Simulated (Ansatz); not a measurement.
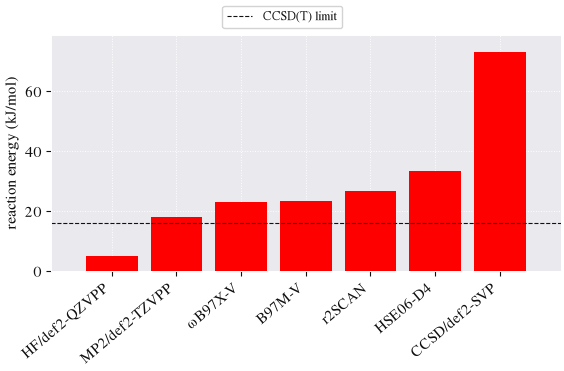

Electronic reaction energy of BSiH₄O₂F (O[SiH2]B(O)F) → BSiH₄O₂F (B[Si](O)(O)F) (SMILES in brackets) at several levels (functionals in def2-TZVPP unless a basis is named), isolated molecules at PBE0-D4 triple-zeta geometries, minima by their frequencies, no zero-point or thermal terms, the Ansatz code. The line is frozen-core CCSD(T) at the basis limit (MP2 extrapolated from triple and quadruple zeta, plus CCSD(T) less MP2 in a smaller set). No dispersion term is added to r2SCAN. The distance of MP2/def2-TZVPP and CCSD/def2-SVP to the limit includes basis error. The limit lies 5.6 kJ/mol from CCSD(T)/def2-TZVPP, so the line itself is uncertain by a part of that.

Q: Which level comes closest to the line (CCSD(T) limit), and which misses most?

A: Closest MP2/def2-TZVPP (18.0 kJ/mol), against 15.9 kJ/mol; farthest CCSD/def2-SVP (73.1 kJ/mol).

Q: What range do the values span, the line included?

A: From 5.0 kJ/mol (HF/def2-QZVPP) to 73.1 kJ/mol (CCSD/def2-SVP).

Note: one conformer of each flexible molecule.
